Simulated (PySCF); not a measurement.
Molecule: In(H)3(py), C5H8InN, singlet. Atoms near the plane z = 0.0 Å, at the GFN2-xTB optimised geometry (x, y, z in Å): In1 (-2.9, -0.6, 0.0), H2 (-3.1, 1.1, 0.0), C5 (2.1, -0.5, -0.2), C6 (1.5, -1.0, 0.9), C7 (0.1, -1.1, 1.0), N8 (-0.7, -0.6, 0.0), C9 (-0.1, 0.0, -1.1), H11 (3.1, -0.4, -0.2).

Level of theory: PySCF with PBE0/def2-TZVP, def2 effective core potentials past Kr. The core electrons that the potentials of In replace are not part of the density. Cells within 0.4 Å of a nucleus heavier than hydrogen are left out (blank, or x). The values are rescaled to run from 0 to 1.

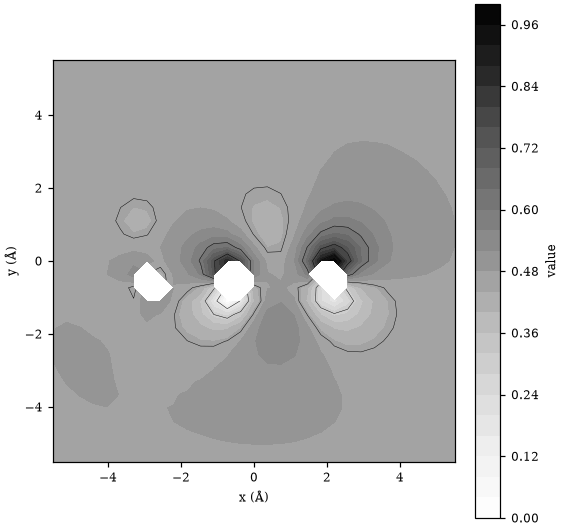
a field on the plane z = 0.0 Å.

Q: Which quantity is mapped?
(A) deformation density (molecule minus spherical neutral atoms)
(B) electrostatic potential
(C) Laplacian of the electron density
(D) an orbital amplitude

A: D, an orbital amplitude. In full: LUMO amplitude (bohr^(-3/2)).
